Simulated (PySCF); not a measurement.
## Geometry relaxation of ZnO

ZnO, computed with RKS-pbe0/6-31g, optimize (PySCF 2.14.0).

Some settings of this run were made unusual or wrong on purpose. Figures and captions count atoms from 1; the log counts them from 0 in places.

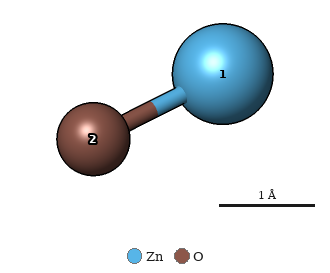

Fig. 1: The starting structure (ball-and-stick view, seen at an oblique angle; atoms are numbered from 1 in the order of the input). Sticks mark near contacts. Bond lengths as drawn: O–Zn 1.67 Å.

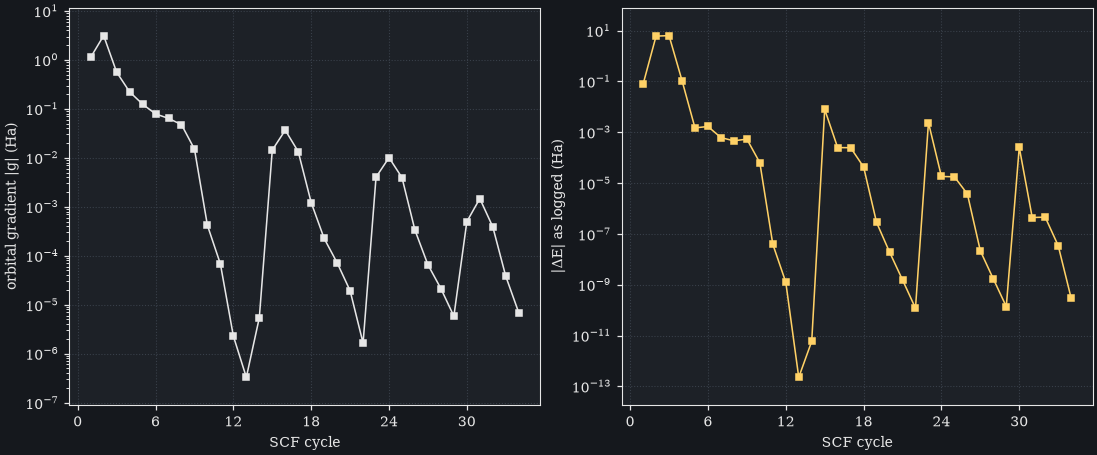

Fig. 2: Convergence of the self-consistent field: orbital gradient |g| and size of the energy change against the SCF cycle. All cycles printed in the log are drawn one after another.

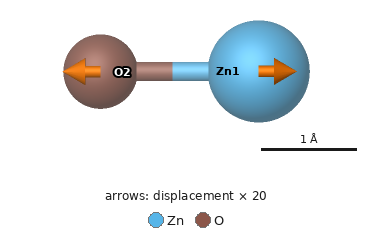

Fig. 3: The starting structure with the displacements as orange arrows, magnified 20 times (ball-and-stick view, seen on its broad side). The two geometries are laid on each other by the best rigid fit. The largest moves after the best rigid fit, 0.020 Å, are those of Zn1 and O2. Largest moves by element: Zn 0.020 Å, O 0.020 Å. Among the contacts that change: Zn1–O2 1.665 → 1.705 Å. (Atoms are counted from 1 in the order of the input.)

The input and output of the run follow.

### The input
```python
from pyscf import gto, dft
from pyscf.geomopt.geometric_solver import optimize

mol = gto.M(
    atom='Zn 0 0 0; O 0 0 1.665',
    basis='6-31g',
    charge=0,
    spin=0,
    verbose=4,
)
mf = dft.RKS(mol, xc='pbe0')
mf.grids.atom_grid = (20, 50)
mf.kernel()
g = mf.nuc_grad_method()
g.grid_response = True
mol_eq = optimize(g.as_scanner(), maxsteps=30)
print('optimised geometry (angstrom)')
print(mol_eq.tostring('raw'))
print('orbital energies (hartree):', mf.mo_energy[..., max(0, mol.nelec[1]-3):mol.nelec[0]+3].round(4))
```

Run as:
```bash
OMP_NUM_THREADS=1 python input.py
```

### Log
```
PySCF version 2.14.0

[INPUT] verbose = 4
[INPUT] num. atoms = 2
[INPUT] num. electrons = 38
[INPUT] charge = 0
[INPUT] spin (= nelec alpha-beta = 2S) = 0
[INPUT] symmetry False subgroup None
[INPUT] Mole.unit = angstrom
[INPUT] Symbol           X                Y                Z      unit          X                Y                Z       unit  Magmom
[INPUT]  1 Zn     0.000000000000   0.000000000000   0.000000000000 AA    0.000000000000   0.000000000000   0.000000000000 Bohr   0.0
[INPUT]  2 O      0.000000000000   0.000000000000   1.665000000000 AA    0.000000000000   0.000000000000   3.146393997401 Bohr   0.0

nuclear repulsion = 76.2777961686487
number of shells = 16
number of NR pGTOs = 112
number of NR cGTOs = 36
basis = 6-31g
ecp = {}

******** <class 'pyscf.dft.rks.RKS'> ********
method = RKS
initial guess = minao
damping factor = 0
level_shift factor = 0
DIIS = <class 'pyscf.scf.diis.CDIIS'>
diis_start_cycle = 1
diis_space = 8
diis_damp = 0
SCF conv_tol = 1e-09
SCF conv_tol_grad = None
SCF max_cycles = 50
direct_scf = True
direct_scf_tol = 1e-13
XC library pyscf.dft.libxc version 7.0.0
    S. Lehtola, C. Steigemann, M. J.T. Oliveira, and M. A.L. Marques.,  SoftwareX 7, 1–5 (2018)
XC functionals = pbe0
    C. Adamo and V. Barone.,  J. Chem. Phys. 110, 6158 (1999)
    M. Ernzerhof and G. E. Scuseria.,  J. Chem. Phys. 110, 5029 (1999)
radial grids:
    Treutler-Ahlrichs [JCP 102, 346 (1995); DOI:10.1063/1.469408] (M4) radial grids

becke partition: Becke, JCP 88, 2547 (1988); DOI:10.1063/1.454033
pruning grids: <function nwchem_prune>
grids dens level: 3
symmetrized grids: False
atomic radii adjust function: <function treutler_atomic_radii_adjust>
User specified grid scheme (20, 50)
small_rho_cutoff = 0
Set gradient conv threshold to 3.16228e-05
Initial guess from minao.
tot grids = 2504
init E= -1853.52913534595
  HOMO = -0.37497304678165  LUMO = -0.170793524651948  gap/eV = 5.55601
cycle= 1 E= -1853.45105214479  delta_E= 0.0781  |g|= 1.13  |ddm|= 1.56
  HOMO = -0.058462618955858  LUMO = 0.046857402717555  gap/eV = 2.86590
cycle= 2 E= -1847.34680160662  delta_E=  6.1  |g|= 3.14  |ddm|=  3.2
  HOMO = -0.307508246057954  LUMO = -0.151394753162288  gap/eV = 4.24806
cycle= 3 E= -1853.71224407948  delta_E= -6.37  |g|= 0.564  |ddm|= 3.06
  HOMO = -0.238321324794055  LUMO = -0.147062127692994  gap/eV = 2.48329
cycle= 4 E= -1853.82170340593  delta_E= -0.109  |g|= 0.223  |ddm|= 0.615
  HOMO = -0.257187370360739  LUMO = -0.148664970323698  gap/eV = 2.95304
cycle= 5 E= -1853.8231931664  delta_E= -0.00149  |g|= 0.125  |ddm|= 0.121
  HOMO = -0.258560966110812  LUMO = -0.141624353445221  gap/eV = 3.18201
cycle= 6 E= -1853.82488804084  delta_E= -0.00169  |g|= 0.0789  |ddm|= 0.0566
  HOMO = -0.258951382993072  LUMO = -0.142683077467936  gap/eV = 3.16382
cycle= 7 E= -1853.82550581251  delta_E= -0.000618  |g|= 0.064  |ddm|= 0.0264
  HOMO = -0.256883549647911  LUMO = -0.141796348715639  gap/eV = 3.13168
cycle= 8 E= -1853.82596716089  delta_E= -0.000461  |g|= 0.0477  |ddm|= 0.0154
  HOMO = -0.253718565651931  LUMO = -0.141370152660113  gap/eV = 3.05716
cycle= 9 E= -1853.8265051088  delta_E= -0.000538  |g|= 0.0151  |ddm|= 0.023
  HOMO = -0.252200764499097  LUMO = -0.141557079770712  gap/eV = 3.01077
cycle= 10 E= -1853.8265687108  delta_E= -6.36e-05  |g|= 0.000417  |ddm|= 0.011
  HOMO = -0.252203395723546  LUMO = -0.141586593438008  gap/eV = 3.01004
cycle= 11 E= -1853.82656875003  delta_E= -3.92e-08  |g|= 6.79e-05  |ddm|= 0.000351
  HOMO = -0.252193953160525  LUMO = -0.141583949526443  gap/eV = 3.00985
cycle= 12 E= -1853.82656875129  delta_E= -1.26e-09  |g|= 2.28e-06  |ddm|= 5.41e-05
  HOMO = -0.252194129256681  LUMO = -0.141584107333153  gap/eV = 3.00985
cycle= 13 E= -1853.82656875129  delta_E= -2.27e-13  |g|= 3.28e-07  |ddm|= 2.52e-06
  HOMO = -0.252194005855137  LUMO = -0.141584115102866  gap/eV = 3.00985
Extra cycle  E= -1853.82656875129  delta_E= 3.41e-12  |g|= 1.31e-06  |ddm|= 1.17e-06
converged SCF energy = -1853.82656875129
Create scanner for <class 'pyscf.grad.rks.Gradients'>
Create scanner for <class 'pyscf.dft.rks.RKS'>
input.py

Current date and time:

#|     Arguments passed to driver run_optimizer():      |#
customengine              <pyscf.geomopt.geometric_solver.PySCFEngine object>
logIni                    [file]
maxiter                   30
----------------------------------------------------------
Custom engine selected.
Bonds will be generated from interatomic distances less than 1.20 times sum of covalent radii
6 internal coordinates being used (instead of 6 Cartesians)
Internal coordinate system (atoms numbered from 1):
Distance 1-2
Translation-X 1-2
Translation-Y 1-2
Translation-Z 1-2
Rotation-A 1-2
Rotation-B 1-2
Rotation-C 1-2
<class 'geometric.internal.Distance'> : 1
<class 'geometric.internal.TranslationX'> : 1
<class 'geometric.internal.TranslationY'> : 1
<class 'geometric.internal.TranslationZ'> : 1
<class 'geometric.internal.RotationA'> : 1
<class 'geometric.internal.RotationB'> : 1
<class 'geometric.internal.RotationC'> : 1
> ===== Optimization Info: ====
> Job type: Energy minimization
> Maximum number of optimization cycles: 30
> Initial / maximum trust radius (Angstrom): 0.100 / 0.300
> Convergence Criteria:
> Will converge when all 5 criteria are reached:
>  |Delta-E| < 1.00e-06
>  RMS-Grad  < 3.00e-04
>  Max-Grad  < 4.50e-04
>  RMS-Disp  < 1.20e-03
>  Max-Disp  < 1.80e-03
> === End Optimization Info ===

Geometry optimization cycle 1
Cartesian coordinates (Angstrom)
 Atom        New coordinates             dX        dY        dZ
  Zn   0.000000   0.000000   0.000000    0.000000  0.000000  0.000000
   O   0.000000   0.000000   1.665000    0.000000  0.000000  0.000000

WARN: Mole.unit (angstrom) is changed to Bohr

New geometry
   1 Zn     0.000000000000   0.000000000000   0.000000000000 AA    0.000000000000   0.000000000000   0.000000000000 Bohr
   2 O      0.000000000000   0.000000000000   1.665000000000 AA    0.000000000000   0.000000000000   3.146393997401 Bohr

******** <class 'pyscf.scf.hf.RKS_Scanner'> ********
method = RKS_Scanner
initial guess = minao
damping factor = 0
level_shift factor = 0
DIIS = <class 'pyscf.scf.diis.CDIIS'>
diis_start_cycle = 1
diis_space = 8
diis_damp = 0
SCF conv_tol = 1e-09
SCF conv_tol_grad = None
SCF max_cycles = 50
direct_scf = True
direct_scf_tol = 1e-13
XC library pyscf.dft.libxc version 7.0.0
    S. Lehtola, C. Steigemann, M. J.T. Oliveira, and M. A.L. Marques.,  SoftwareX 7, 1–5 (2018)
XC functionals = pbe0
    C. Adamo and V. Barone.,  J. Chem. Phys. 110, 6158 (1999)
    M. Ernzerhof and G. E. Scuseria.,  J. Chem. Phys. 110, 5029 (1999)
radial grids:
    Treutler-Ahlrichs [JCP 102, 346 (1995); DOI:10.1063/1.469408] (M4) radial grids

becke partition: Becke, JCP 88, 2547 (1988); DOI:10.1063/1.454033
pruning grids: <function nwchem_prune>
grids dens level: 3
symmetrized grids: False
atomic radii adjust function: <function treutler_atomic_radii_adjust>
User specified grid scheme (20, 50)
small_rho_cutoff = 0
Set gradient conv threshold to 3.16228e-05
tot grids = 2504
init E= -1853.82656875129
  HOMO = -0.25219457579795  LUMO = -0.141584249881204  gap/eV = 3.00986
cycle= 1 E= -1853.82656875128  delta_E= 5.91e-12  |g|= 5.4e-06  |ddm|= 4.64e-06
  HOMO = -0.252192197432166  LUMO = -0.141583673306178  gap/eV = 3.00981
Extra cycle  E= -1853.82656875117  delta_E= 1.15e-10  |g|= 2.23e-05  |ddm|= 1.91e-05
converged SCF energy = -1853.82656875117

******** <class 'pyscf.grad.rhf.Gradients_Scanner'> for <class 'pyscf.scf.hf.RKS_Scanner'> ********
unit = Eh/Bohr
grid_response = True
--------------- RKS_Scanner gradients ---------------
         x                y                z
0 Zn    -0.0000000000    -0.0000000000     0.0233892546
1 O     0.0000000000     0.0000000000    -0.0233892546
----------------------------------------------
cycle 1: E = -1853.82656875  dE = -1853.83  norm(grad) = 0.0330774
Step    0 : Gradient = 2.339e-02/2.339e-02 (rms/max) Energy = -1853.8265687512
Hessian Eigenvalues: 5.00000e-02 5.00000e-02 5.00000e-02 ... 5.00000e-02 5.00000e-02 4.04553e-01

Geometry optimization cycle 2
Cartesian coordinates (Angstrom)
 Atom        New coordinates             dX        dY        dZ
  Zn   0.000000   0.000000  -0.015297    0.000000  0.000000 -0.015297
   O  -0.000000  -0.000000   1.680297   -0.000000 -0.000000  0.015297
New geometry
   1 Zn     0.000000000000   0.000000000000  -0.015297221411 AA    0.000000000000   0.000000000000  -0.028907558933 Bohr
   2 O     -0.000000000000  -0.000000000000   1.680297221412 AA   -0.000000000000  -0.000000000000   3.175301556336 Bohr

******** <class 'pyscf.scf.hf.RKS_Scanner'> ********
method = RKS_Scanner
initial guess = minao
damping factor = 0
level_shift factor = 0
DIIS = <class 'pyscf.scf.diis.CDIIS'>
diis_start_cycle = 1
diis_space = 8
diis_damp = 0
SCF conv_tol = 1e-09
SCF conv_tol_grad = None
SCF max_cycles = 50
direct_scf = True
direct_scf_tol = 1e-13
XC library pyscf.dft.libxc version 7.0.0
    S. Lehtola, C. Steigemann, M. J.T. Oliveira, and M. A.L. Marques.,  SoftwareX 7, 1–5 (2018)
XC functionals = pbe0
    C. Adamo and V. Barone.,  J. Chem. Phys. 110, 6158 (1999)
    M. Ernzerhof and G. E. Scuseria.,  J. Chem. Phys. 110, 5029 (1999)
radial grids:
    Treutler-Ahlrichs [JCP 102, 346 (1995); DOI:10.1063/1.469408] (M4) radial grids

becke partition: Becke, JCP 88, 2547 (1988); DOI:10.1063/1.454033
pruning grids: <function nwchem_prune>
grids dens level: 3
symmetrized grids: False
atomic radii adjust function: <function treutler_atomic_radii_adjust>
User specified grid scheme (20, 50)
small_rho_cutoff = 0
Set gradient conv threshold to 3.16228e-05
tot grids = 2504
init E= -1853.81935732854
  HOMO = -0.253060851621471  LUMO = -0.146244995006883  gap/eV = 2.90661
cycle= 1 E= -1853.8273420659  delta_E= -0.00798  |g|= 0.0144  |ddm|= 0.0383
  HOMO = -0.252133842765414  LUMO = -0.14278320668397  gap/eV = 2.97558
cycle= 2 E= -1853.82709217958  delta_E= 0.00025  |g|= 0.0368  |ddm|= 0.0357
  HOMO = -0.24852478058592  LUMO = -0.142074285335678  gap/eV = 2.89667
cycle= 3 E= -1853.82733959636  delta_E= -0.000247  |g|= 0.0134  |ddm|= 0.0318
  HOMO = -0.249858376258788  LUMO = -0.142546015749469  gap/eV = 2.92012
cycle= 4 E= -1853.82738276039  delta_E= -4.32e-05  |g|= 0.00122  |ddm|= 0.00868
  HOMO = -0.25009443496027  LUMO = -0.142634731667439  gap/eV = 2.92413
cycle= 5 E= -1853.82738304267  delta_E= -2.82e-07  |g|= 0.000225  |ddm|= 0.000901
  HOMO = -0.250125574227689  LUMO = -0.142624910982413  gap/eV = 2.92524
cycle= 6 E= -1853.82738306201  delta_E= -1.93e-08  |g|= 7.17e-05  |ddm|= 0.000402
  HOMO = -0.250115438230473  LUMO = -0.142620524257997  gap/eV = 2.92509
cycle= 7 E= -1853.82738306355  delta_E= -1.55e-09  |g|= 1.93e-05  |ddm|= 9.53e-05
  HOMO = -0.250117260591984  LUMO = -0.142619735932263  gap/eV = 2.92516
cycle= 8 E= -1853.82738306367  delta_E= -1.19e-10  |g|= 1.64e-06  |ddm|= 1.65e-05
  HOMO = -0.25011753361321  LUMO = -0.142619939113318  gap/eV = 2.92516
Extra cycle  E= -1853.82738306367  delta_E= 9.09e-13  |g|= 1.97e-06  |ddm|= 2.1e-06
converged SCF energy = -1853.82738306367

******** <class 'pyscf.grad.rhf.Gradients_Scanner'> for <class 'pyscf.scf.hf.RKS_Scanner'> ********
unit = Eh/Bohr
grid_response = True
--------------- RKS_Scanner gradients ---------------
         x                y                z
0 Zn     0.0000000000     0.0000000000     0.0052490805
1 O    -0.0000000000    -0.0000000000    -0.0052490805
----------------------------------------------
cycle 2: E = -1853.82738306  dE = -0.000814313  norm(grad) = 0.00742332
Step    1 : Displace = 1.530e-02/1.530e-02 (rms/max) Trust = 1.000e-01 (=) Grad = 5.249e-03/5.249e-03 (rms/max) E (change) = -1853.8273830637 (-8.143e-04) Quality = 1.204
Hessian Eigenvalues: 5.00000e-02 5.00000e-02 5.00000e-02 ... 5.00000e-02 5.00000e-02 3.13762e-01

Geometry optimization cycle 3
Cartesian coordinates (Angstrom)
 Atom        New coordinates             dX        dY        dZ
  Zn  -0.000000  -0.000000  -0.019724   -0.000000 -0.000000 -0.004426
   O   0.000000   0.000000   1.684724    0.000000  0.000000  0.004426
New geometry
   1 Zn    -0.000000000000  -0.000000000000  -0.019723658953 AA   -0.000000000000  -0.000000000000  -0.037272313596 Bohr
   2 O      0.000000000000   0.000000000000   1.684723658954 AA    0.000000000000   0.000000000000   3.183666310999 Bohr

******** <class 'pyscf.scf.hf.RKS_Scanner'> ********
method = RKS_Scanner
initial guess = minao
damping factor = 0
level_shift factor = 0
DIIS = <class 'pyscf.scf.diis.CDIIS'>
diis_start_cycle = 1
diis_space = 8
diis_damp = 0
SCF conv_tol = 1e-09
SCF conv_tol_grad = None
SCF max_cycles = 50
direct_scf = True
direct_scf_tol = 1e-13
XC library pyscf.dft.libxc version 7.0.0
    S. Lehtola, C. Steigemann, M. J.T. Oliveira, and M. A.L. Marques.,  SoftwareX 7, 1–5 (2018)
XC functionals = pbe0
    C. Adamo and V. Barone.,  J. Chem. Phys. 110, 6158 (1999)
    M. Ernzerhof and G. E. Scuseria.,  J. Chem. Phys. 110, 5029 (1999)
radial grids:
    Treutler-Ahlrichs [JCP 102, 346 (1995); DOI:10.1063/1.469408] (M4) radial grids

becke partition: Becke, JCP 88, 2547 (1988); DOI:10.1063/1.454033
pruning grids: <function nwchem_prune>
grids dens level: 3
symmetrized grids: False
atomic radii adjust function: <function treutler_atomic_radii_adjust>
User specified grid scheme (20, 50)
small_rho_cutoff = 0
Set gradient conv threshold to 3.16228e-05
tot grids = 2504
init E= -1853.82503219082
  HOMO = -0.250426735229778  LUMO = -0.143982805573441  gap/eV = 2.89649
cycle= 1 E= -1853.82742760648  delta_E= -0.0024  |g|= 0.00404  |ddm|= 0.0109
  HOMO = -0.250068411567332  LUMO = -0.142939271417374  gap/eV = 2.91513
cycle= 2 E= -1853.82740941315  delta_E= 1.82e-05  |g|= 0.0101  |ddm|= 0.00992
  HOMO = -0.249078579967143  LUMO = -0.142745029104835  gap/eV = 2.89348
cycle= 3 E= -1853.82742710078  delta_E= -1.77e-05  |g|= 0.00394  |ddm|= 0.00881
  HOMO = -0.249471632316737  LUMO = -0.142882976931316  gap/eV = 2.90043
cycle= 4 E= -1853.82743084933  delta_E= -3.75e-06  |g|= 0.000332  |ddm|= 0.00257
  HOMO = -0.249538745998906  LUMO = -0.142909100486696  gap/eV = 2.90154
cycle= 5 E= -1853.82743087087  delta_E= -2.15e-08  |g|= 6.54e-05  |ddm|= 0.000261
  HOMO = -0.249548269600086  LUMO = -0.142906368411503  gap/eV = 2.90187
cycle= 6 E= -1853.82743087257  delta_E= -1.7e-09  |g|= 2.13e-05  |ddm|= 0.000119
  HOMO = -0.249545220953543  LUMO = -0.142905028785813  gap/eV = 2.90183
cycle= 7 E= -1853.8274308727  delta_E= -1.38e-10  |g|= 5.82e-06  |ddm|= 2.85e-05
  HOMO = -0.249548048151464  LUMO = -0.14290541431443  gap/eV = 2.90189
Extra cycle  E= -1853.82743087255  delta_E= 1.56e-10  |g|= 2.55e-05  |ddm|= 2.2e-05
converged SCF energy = -1853.82743087255

******** <class 'pyscf.grad.rhf.Gradients_Scanner'> for <class 'pyscf.scf.hf.RKS_Scanner'> ********
unit = Eh/Bohr
grid_response = True
--------------- RKS_Scanner gradients ---------------
         x                y                z
0 Zn     0.0000000000    -0.0000000000     0.0005013579
1 O    -0.0000000000     0.0000000000    -0.0005013579
----------------------------------------------
cycle 3: E = -1853.82743087  dE = -4.78089e-05  norm(grad) = 0.000709027
Step    2 : Displace = 4.426e-03/4.426e-03 (rms/max) Trust = 1.414e-01 (+) Grad = 5.014e-04/5.014e-04 (rms/max) E (change) = -1853.8274308725 (-4.781e-05) Quality = 1.089
Hessian Eigenvalues: 5.00000e-02 5.00000e-02 5.00000e-02 ... 5.00000e-02 5.00000e-02 2.83793e-01

Geometry optimization cycle 4
Cartesian coordinates (Angstrom)
 Atom        New coordinates             dX        dY        dZ
  Zn  -0.000000   0.000000  -0.020191   -0.000000  0.000000 -0.000467
   O   0.000000  -0.000000   1.685191    0.000000 -0.000000  0.000467
New geometry
   1 Zn    -0.000000000000   0.000000000000  -0.020191089274 AA   -0.000000000000   0.000000000000  -0.038155628884 Bohr
   2 O      0.000000000000  -0.000000000000   1.685191089274 AA    0.000000000000  -0.000000000000   3.184549626285 Bohr

******** <class 'pyscf.scf.hf.RKS_Scanner'> ********
method = RKS_Scanner
initial guess = minao
damping factor = 0
level_shift factor = 0
DIIS = <class 'pyscf.scf.diis.CDIIS'>
diis_start_cycle = 1
diis_space = 8
diis_damp = 0
SCF conv_tol = 1e-09
SCF conv_tol_grad = None
SCF max_cycles = 50
direct_scf = True
direct_scf_tol = 1e-13
XC library pyscf.dft.libxc version 7.0.0
    S. Lehtola, C. Steigemann, M. J.T. Oliveira, and M. A.L. Marques.,  SoftwareX 7, 1–5 (2018)
XC functionals = pbe0
    C. Adamo and V. Barone.,  J. Chem. Phys. 110, 6158 (1999)
    M. Ernzerhof and G. E. Scuseria.,  J. Chem. Phys. 110, 5029 (1999)
radial grids:
    Treutler-Ahlrichs [JCP 102, 346 (1995); DOI:10.1063/1.469408] (M4) radial grids

becke partition: Becke, JCP 88, 2547 (1988); DOI:10.1063/1.454033
pruning grids: <function nwchem_prune>
grids dens level: 3
symmetrized grids: False
atomic radii adjust function: <function treutler_atomic_radii_adjust>
User specified grid scheme (20, 50)
small_rho_cutoff = 0
Set gradient conv threshold to 3.16228e-05
tot grids = 2504
init E= -1853.82717542004
  HOMO = -0.249570566313922  LUMO = -0.143046692397565  gap/eV = 2.89866
cycle= 1 E= -1853.82743127607  delta_E= -0.000256  |g|= 0.000497  |ddm|= 0.00118
  HOMO = -0.249579096564792  LUMO = -0.142947851853012  gap/eV = 2.90158
cycle= 2 E= -1853.8274308342  delta_E= 4.42e-07  |g|= 0.00147  |ddm|= 0.00136
  HOMO = -0.249439165473607  LUMO = -0.142917558609431  gap/eV = 2.89860
cycle= 3 E= -1853.82743129162  delta_E= -4.57e-07  |g|= 0.000389  |ddm|= 0.0012
  HOMO = -0.249477888572413  LUMO = -0.142932116519049  gap/eV = 2.89926
cycle= 4 E= -1853.82743132644  delta_E= -3.48e-08  |g|= 3.81e-05  |ddm|= 0.000244
  HOMO = -0.249485449412838  LUMO = -0.142935018443863  gap/eV = 2.89938
cycle= 5 E= -1853.82743132674  delta_E= -2.99e-10  |g|= 6.89e-06  |ddm|= 2.82e-05
  HOMO = -0.249488013674399  LUMO = -0.142935115445142  gap/eV = 2.89945
Extra cycle  E= -1853.82743132662  delta_E= 1.18e-10  |g|= 2.38e-05  |ddm|= 2.12e-05
converged SCF energy = -1853.82743132662

******** <class 'pyscf.grad.rhf.Gradients_Scanner'> for <class 'pyscf.scf.hf.RKS_Scanner'> ********
unit = Eh/Bohr
grid_response = True
--------------- RKS_Scanner gradients ---------------
         x                y                z
0 Zn    -0.0000000000     0.0000000000     0.0000119556
1 O     0.0000000000    -0.0000000000    -0.0000119556
----------------------------------------------
cycle 4: E = -1853.82743133  dE = -4.54073e-07  norm(grad) = 1.69078e-05
Step    3 : Displace = 4.674e-04/4.674e-04 (rms/max) Trust = 2.000e-01 (+) Grad = 1.196e-05/1.196e-05 (rms/max) E (change) = -1853.8274313266 (-4.541e-07) Quality = 1.025
Hessian Eigenvalues: 5.00000e-02 5.00000e-02 5.00000e-02 ... 5.00000e-02 5.00000e-02 2.83793e-01
Converged! =D

    #| If this code has benefited your research, please support us by citing: |#
    #| Wang, L.-P.; Song, C.C. (2016) "Geometry optimization made simple with |#
    #| translation and rotation coordinates", J. Chem, Phys. 144, 214108.     |#
    #|                                     |#
optimised geometry (angstrom)
Zn         -0.00000000        0.00000000       -0.02019109
O           0.00000000       -0.00000000        1.68519109
orbital energies (hartree): [-0.3008 -0.2522 -0.2522 -0.1416  0.0028  0.0028]
```

### Outcome

- outcome: converged
- SCF energy at the first geometry: −1853.826569 hartree
- hardware: 1 CPU thread, shared host
- wall time: 3.6 s

### What went wrong

Some settings of this run were drawn to be unusual or wrong. It converged; results that depend on the unusual settings are not reference values.
